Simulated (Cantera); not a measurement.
Feed: 1 mol TiO₂, 4.8 mol C, 2 mol CO, at 13.3 mbar.

Method: chemical equilibrium by Gibbs-energy minimisation in Cantera with the NASA 1993 tables (ideal gas, pure condensed phases). Candidate condensed phases: C, Ti, TiC, TiO, TiO₂, Ti₂O₃, Ti₃O₅, Ti₄O₇; 15 gas species. TiC: taken at fixed stoichiometry. Condensed phases not in the tables: Magnéli phases beyond Ti₄O₇. Kinetics and transport are ignored.

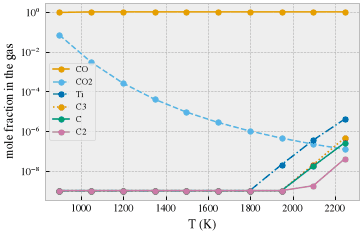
Figure. Equilibrium gas composition (values under 1e-9 drawn at 1e-9)

From 898 K to 1048 K the condensed part is C(graphite) + TiO₂(rutile). At 1198 K the condensed part is C(graphite) + Ti₄O₇(s). From 1348 K to 2248 K the condensed part is C(graphite) + TiC(s).
